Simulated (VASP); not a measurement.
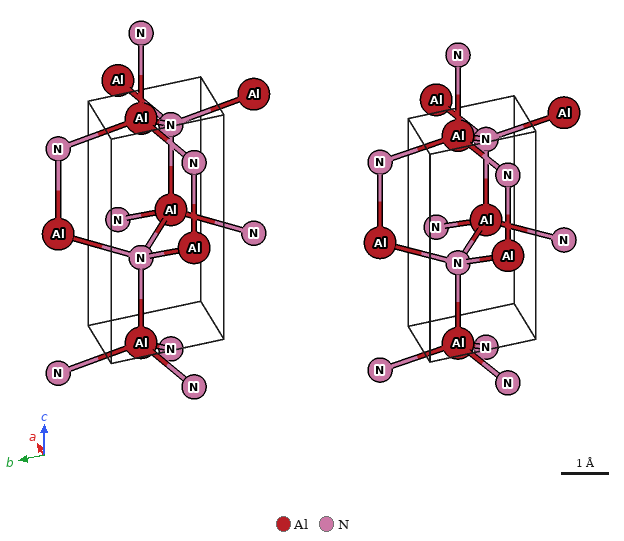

Two geometries of crystalline AlN (set up in P6_3mc), drawn at one scale. One is the start of a relaxation, the other its converged end. The picture is a ball-and-stick view of the cell of the calculation, seen from a free direction.

Level of theory: Kohn-Sham DFT of a periodic cell, PBE, VASP PAW PBE potentials, recommended in VASP. Set-up: plane-wave cutoff 200 eV; k-point mesh 12 × 12 × 6; occupations gaussian; smearing width 0.02 eV; no spin polarisation.

Question: Which one is relaxed?

Answer: The right one is the relaxed one. The run lets cell and atoms move. The energy falls by 1.859 eV per cell of the calculation in 20 geometry steps. The largest force component goes from 0.17 to 0.00036 eV/Å. The pressure goes from −68.72 to 0.00 GPa. The largest moves relative to the cell, 0.017 Å, are those of Al and N atoms. By element the largest moves are N 0.017 Å, Al 0.017 Å. The drawn cell changes as follows: a = b 3.113 → 2.927 Å (−6.0 %), c 4.981 → 4.613 Å (−7.4 %); the volume changes by −18.1 %. Near-neighbour distances that change, for instance: Al–N 1.894 → 1.768 Å, Al–N 1.893 → 1.787 Å. The space group stays P6_3mc (No. 186). At step 1 the optimiser overshot: the energy rose above the start, and later steps came back. The volume changes by over a tenth within one run on a fixed set of plane waves, so the end point should be relaxed again from the new cell.
